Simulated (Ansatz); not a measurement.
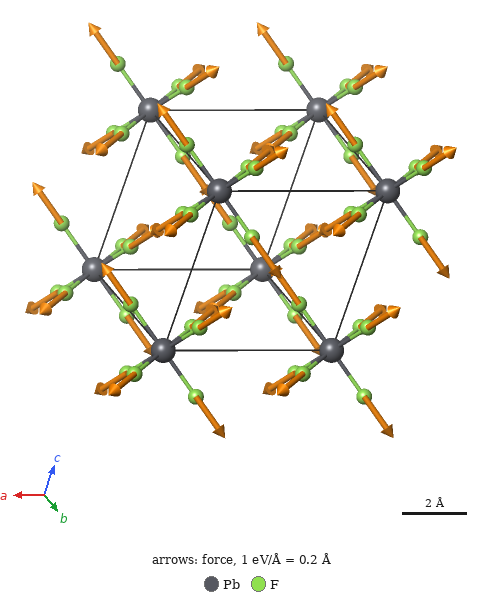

Starting geometry of a crystal of PbF6 (a generated structure, set up in Im-3m) (coarse preliminary run) with the computed forces as orange arrows. The picture is a ball-and-stick view of the cell of the calculation, seen from a free direction.

Method: DFT PBE, scalar-relativistic, plane waves, PAW in Ansatz 0.2.0. Set-up: plane-wave cutoff 420 eV; k-point mesh 4 × 4 × 4; occupations gaussian; smearing width 0.1 eV; no spin polarisation; cell and atoms relaxed; force threshold 0.04 eV/Å; at most 70 steps.

### What follows when this structure is relaxed?

It isn't relaxed: the largest force vector, on F atoms, is 8.07 eV/Å. The atoms end up moving mostly along the starting forces (cosine between the two patterns 1.00). The largest moves relative to the cell, 0.26 Å, are those of F atoms. Pb stays in place. The drawn cell changes as follows: a = b = c 5.336 → 5.418 Å (+1.5 %); the volume changes by +4.7 %. Near-neighbour distances that change, for instance: F–Pb 1.789 → 2.077 Å. The space group stays Im-3m (No. 229). After 5 accepted moves (7 points after the start) the energy has fallen by 757 meV per atom. Largest force component: 8.1 eV/Å at the start, 0.0009 eV/Å at the end. The pressure goes from 38.72 to 0.16 GPa. At 2 points the geometry stayed and the basis and grid were re-selected for the new cell (energy shift of 2.9 meV per atom at most each time).
